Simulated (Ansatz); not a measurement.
# Ga(H2S)F3 (F₃GaH₂S): the relaxed shape and its frontier levels

What does Ga(H2S)F3 (F₃GaH₂S) look like as a singlet, and where do its frontier electrons sit?

Program: Ansatz 0.2.0, Gaussian basis. Level of theory: RKS PBE0-D4/def2-TZVP. These are calculated values, not measurements.

The runs, in order: relaxation at PBE-D4/def2-SVP; a search for the lowest solution at PBE0-D4/def2-SVP; a single point at PBE0-D4/def2-TZVP.

**1. The starting structure**

7 atoms, charge 0, spin multiplicity 1.

Atoms are counted from 1 here; the program's logs count them from 0.

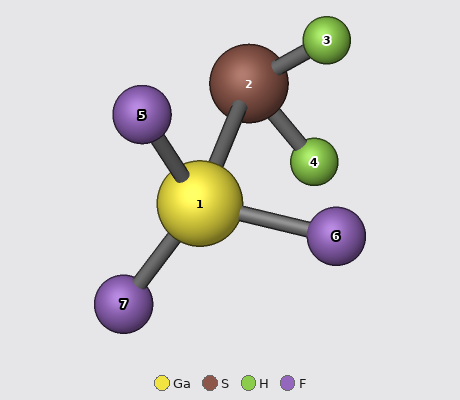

Start geometry, drawn with gallium yellow, sulfur brown, hydrogen green, fluorine purple; atoms are numbered from 1 in the order of the file.

The start is a GFN2-xTB geometry.

**2. Optimising with PBE-D4/def2-SVP**

in.yaml reads:

```yaml
crystal:
  periodic: [false, false, false]
  atoms:
    - {symbol: Ga, position_ang: [0.158630, -0.270720, -0.939020]}
    - {symbol: S, position_ang: [0.138220, -0.235900, 1.565900]}
    - {symbol: H, position_ang: [0.507580, 1.050470, 1.518080]}
    - {symbol: H, position_ang: [-1.163910, 0.073440, 1.514950]}
    - {symbol: F, position_ang: [1.853510, -0.173760, -1.323020]}
    - {symbol: F, position_ang: [-0.725000, 1.252160, -1.027220]}
    - {symbol: F, position_ang: [-0.769020, -1.695700, -1.309670]}
basis:
  gaussian: {orbitals: def2-SVP}
hamiltonian: {xc: pbe, dispersion: d4}
scf: {omitted_lower_state_checks: [starts]}
output: {orbitals: {seedname: orbitals}}
relax: {f_tol: 0.02, max_steps: 100}
```

Run with:

```bash
$ ansatz run in.yaml --threads 4 --pin off --events-out ev --progress --plain --max-ram 3916MiB
```

Standard output, shortened:

```text
Functional definition: PBE
  name "PBE"
  cite "Perdew, Burke & Ernzerhof, Phys. Rev. Lett. 77, 3865 (1996) doi:10.1103/PhysRevLett.77.3865"
  parent pbe
[...]
1120 factors; their error is unknown
[...]
mean field -71363.35838676 eV, -2622.5550488919 hartree, gradient 1.6e-5 eV, S^2 0.000000; 0 other end points of the search recorded, 0 dependent functions left out
[...]
reference -71363.35842760 eV, -2622.5550503927 hartree; 38, 38 occupied and 64, 64 virtual orbitals, 1120 factors
relax step   1: F+E_penalty+E_count = -71363.51223180 eV  Δ(F+E_penalty+E_count) = +0.000e0 eV  max|allowed force component| = 8.842e-1 eV/Å  Δτ_max = 0.0000 Å  (26 SCF iters, accepted)
[...]
relax step   6: F+E_penalty+E_count = -71363.55889408 eV  Δ(F+E_penalty+E_count) = -2.848e-4 eV  max|allowed force component| = 6.839e-3 eV/Å  Δτ_max = 0.0082 Å  (26 SCF iters, accepted)
[...]
relax step   7: F+E_penalty+E_count = -71363.55895965 eV  Δ(F+E_penalty+E_count) = -6.557e-5 eV  max|allowed force component| = 1.897e-2 eV/Å  Δτ_max = 0.0229 Å  (25 SCF iters, accepted)
[...]
1120 factors; their error is unknown
mean field -71363.40727219 eV, -2622.5568453983 hartree, gradient 3.3e-5 eV, S^2 0.000000; 0 other end points of the search recorded, 0 dependent functions left out
[...]
reference -71363.40731320 eV, -2622.5568469053 hartree; 38, 38 occupied and 64, 64 virtual orbitals, 1120 factors
Total energy: -71363.55900066 eV, -2622.5624213165 hartree
Atom 0 at     0.142338    -0.238161    -0.987198 Å, force     0.001022    -0.000882    -0.003536 eV/Å
Atom 1 at     0.161545    -0.251091     1.558578 Å, force    -0.008726     0.018973     0.003456 eV/Å
Atom 2 at     0.496090     1.072674     1.585713 Å, force    -0.005280    -0.014000     0.000095 eV/Å
Atom 3 at    -1.171595     0.041909     1.598559 Å, force     0.013089    -0.004470     0.000653 eV/Å
Atom 4 at     1.874187    -0.205214    -1.320964 Å, force    -0.008277    -0.005198    -0.000559 eV/Å
Atom 5 at    -0.732091     1.294234    -1.131415 Å, force     0.000896     0.000595     0.000131 eV/Å
Atom 6 at    -0.770464    -1.714361    -1.303274 Å, force     0.007277     0.004982    -0.000240 eV/Å
Dipole moment:    -0.133680     0.221010     0.985018 e Å
Checks for a lower state left out: starts
```

Wall time 7.5 s (4 threads of Arm Neoverse V2, shared host).

Step by step: (the energy doesn't fall at every step)

```tsv
step	energy from step 1 (eV)	largest force component (eV/Å)
1	0.0000	0.8842
2	-0.0387	0.3083
3	-0.0255	0.3741
4	-0.0458	0.0951
5	-0.0464	0.0373
6	-0.0467	0.0068
7	-0.0467	0.0190
```

The force was under the threshold of 0.02 eV/Å already at step 6, but the program went on to step 7.

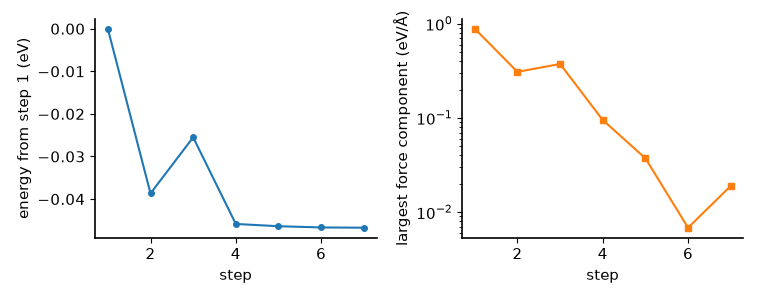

Energy and force, step by step.

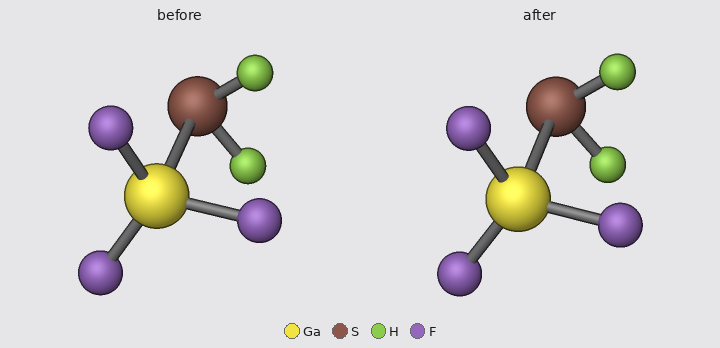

Before and after, at one scale.

Close pairs (by a distance rule), those that changed most:

```tsv
bond	before (Å)	after (Å)	change (Å)
Ga1–S2	2.505	2.546	+0.041
S2–H3	1.339	1.366	+0.026
S2–H4	1.339	1.366	+0.026
Ga1–F7	1.740	1.764	+0.024
Ga1–F5	1.741	1.764	+0.023
Ga1–F6	1.763	1.770	+0.007
```

Bonds by kind at the end (by distance):

```tsv
bond	count	shortest (Å)	longest (Å)
F–Ga	3	1.764	1.770
Ga–S	1	2.546	2.546
H–S	2	1.366	1.366
```

**3. Searching for the lowest solution, PBE0-D4/def2-SVP**

start.molden holds the orbitals of an earlier run on this state, given as this run's starting guess.

in.yaml reads:

```yaml
crystal:
  periodic: [false, false, false]
  atoms:
    - {symbol: Ga, position_ang: [0.142338, -0.238161, -0.987198]}
    - {symbol: S, position_ang: [0.161545, -0.251091, 1.558578]}
    - {symbol: H, position_ang: [0.496090, 1.072674, 1.585713]}
    - {symbol: H, position_ang: [-1.171595, 0.041909, 1.598559]}
    - {symbol: F, position_ang: [1.874187, -0.205214, -1.320964]}
    - {symbol: F, position_ang: [-0.732091, 1.294234, -1.131415]}
    - {symbol: F, position_ang: [-0.770464, -1.714361, -1.303274]}
basis:
  gaussian: {orbitals: def2-SVP, initial_orbitals: start.molden}
hamiltonian: {xc: pbe0, dispersion: d4}
output: {orbitals: {seedname: orbitals}}
```

Same command.

Standard output:

```text
Functional definition: PBE0
  name "PBE0"
  cite "Adamo & Barone, J. Chem. Phys. 110, 6158 (1999) doi:10.1063/1.478522"
  cite "Perdew, Burke & Ernzerhof, Phys. Rev. Lett. 77, 3865 (1996) doi:10.1103/PhysRevLett.77.3865"
  parent pbe
  parameter a = 0.25
  parameter kappa = 0.804
  parameter beta = 0.06672455060314922
  exchange = (1 - a)*pbe_x(kappa = kappa, mu = beta*pi^2/3) + a*exact_x
  correlation = pbe_c(beta = beta)
961 factors; integrals over basis functions are off by at most 1.2e-3 eV
mean field evaluation 1: about -71365.1535 eV, gradient 8.1e0 eV
mean field evaluation 2: about -71365.3113 eV, gradient 2.1e-1 eV
mean field evaluation 4: about -71365.3703 eV, gradient 7.3e-4 eV
mean field evaluation 8: about -71359.6100 eV, gradient 6.0e1 eV
mean field evaluation 16: about -71365.3703 eV, gradient 5.2e-2 eV
mean field -71365.37030345 eV, -2622.6289854665 hartree, gradient 1.4e-5 eV, S^2 0.000000; 1 other end points of the search recorded, 0 dependent functions left out
reference -71365.37033358 eV, -2622.6289865736 hartree; 38, 38 occupied and 64, 64 virtual orbitals, 961 factors
Total energy: -71365.49942592 eV, -2622.6337306295 hartree
```

Run time: 1.4 s. Hardware: 4 threads of Arm Neoverse V2, shared host.

HOMO -9.82 eV, LUMO -0.85 eV.

**4. Single point, PBE0-D4/def2-TZVP**

in.yaml, as its differences from that of step 3:

```diff
@@ -11,4 +11,5 @@
 basis:
-  gaussian: {orbitals: def2-SVP, initial_orbitals: start.molden}
+  gaussian: {orbitals: def2-TZVP, initial_orbitals: start.molden}
 hamiltonian: {xc: pbe0, dispersion: d4}
+scf: {omitted_lower_state_checks: [starts]}
 output: {orbitals: {seedname: orbitals}}
```

The command is unchanged.

Standard output:

```text
Functional definition: PBE0
  name "PBE0"
  cite "Adamo & Barone, J. Chem. Phys. 110, 6158 (1999) doi:10.1063/1.478522"
  cite "Perdew, Burke & Ernzerhof, Phys. Rev. Lett. 77, 3865 (1996) doi:10.1103/PhysRevLett.77.3865"
  parent pbe
  parameter a = 0.25
  parameter kappa = 0.804
  parameter beta = 0.06672455060314922
  exchange = (1 - a)*pbe_x(kappa = kappa, mu = beta*pi^2/3) + a*exact_x
  correlation = pbe_c(beta = beta)
these checks for a lower state are left out or cut short: starts
1240 factors; their error is unknown
mean field evaluation 1: about -71380.6402 eV, gradient 2.4e2 eV
mean field evaluation 2: about -71385.8199 eV, gradient 6.5e0 eV
mean field evaluation 4: about -71386.1734 eV, gradient 2.3e-1 eV
mean field evaluation 8: about -71386.1735 eV, gradient 1.9e-5 eV
mean field -71386.17348102 eV, -2623.3934881411 hartree, gradient 1.9e-5 eV, S^2 0.000000; 0 other end points of the search recorded, 0 dependent functions left out
reference -71386.17350840 eV, -2623.3934891476 hartree; 38, 38 occupied and 152, 152 virtual orbitals, 1240 factors
Total energy: -71386.30260074 eV, -2623.3982332035 hartree
Checks for a lower state left out: starts
```

Run time: 2.9 s. Hardware: 4 threads of Arm Neoverse V2, shared host.

HOMO -9.93 eV, LUMO -1.28 eV.

Mulliken charges, from this run's orbitals:

```tsv
atom	value (e)
Ga1	0.91
S2	-0.20
H3	0.23
H4	0.23
F5	-0.39
F6	-0.40
F7	-0.39
```

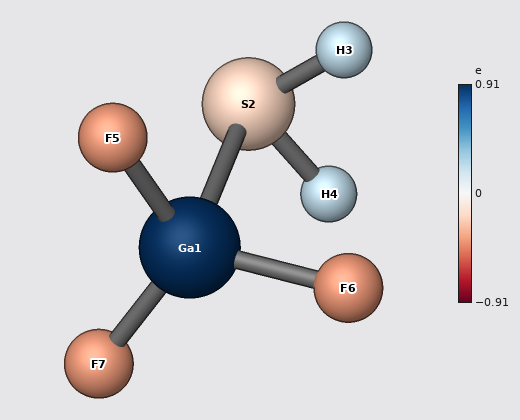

Mulliken charges, from this run's orbitals, as colours on the atoms.

Largest Mayer bond orders: Ga1–F5 0.98; Ga1–F7 0.98; Ga1–F6 0.95; S2–H3 0.93; S2–H4 0.93; Ga1–S2 0.44.

The fields below are evaluated on a grid from the run's orbitals.

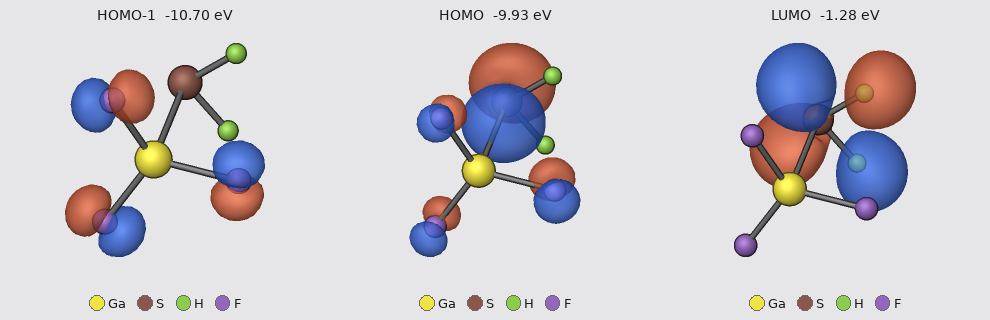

Frontier orbitals at PBE0-D4/def2-TZVP; each surface holds 70 % of the orbital's density, blue and red mark the sign.

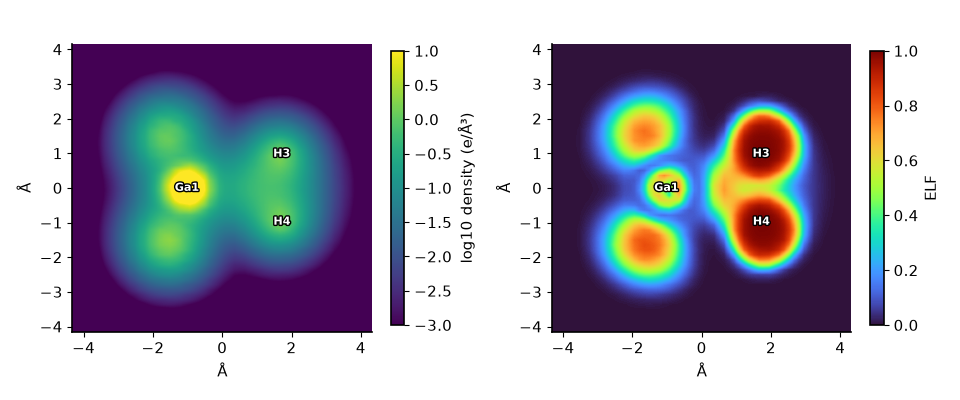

Density (left) and ELF (right) in a plane through or near 3 of the atoms.

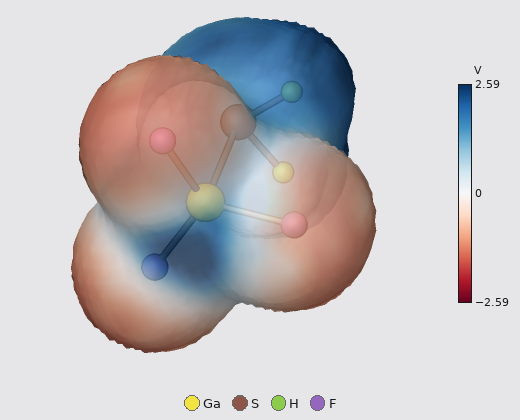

Electrostatic potential on the surface of density 0.002 e/bohr³; red is low, blue high. It runs from -1.37 V near F5 to 2.59 V near Ga1.

**5. Results**

```
                       quantity                           value
                    point group                              Cs
 commonest bond, hydrogen aside  F–Ga, 3 of mean length 1.766 Å
HOMO, LUMO at PBE0-D4/def2-TZVP                 -9.93, -1.28 eV
      dipole at PBE-D4/def2-SVP                          4.89 D
```

The molecule keeps its bonding pattern by the stored test; the atoms moved 0.07 Å (rms). No usable vibrations, so a minimum isn't proven. The HOMO lies nearest to S2 54 %; F6 15 % and the LUMO to S2 49 %; H3, H4 about 24 % each. The point group is read from a loosely relaxed geometry; soft torsions can leave it below the true symmetry.
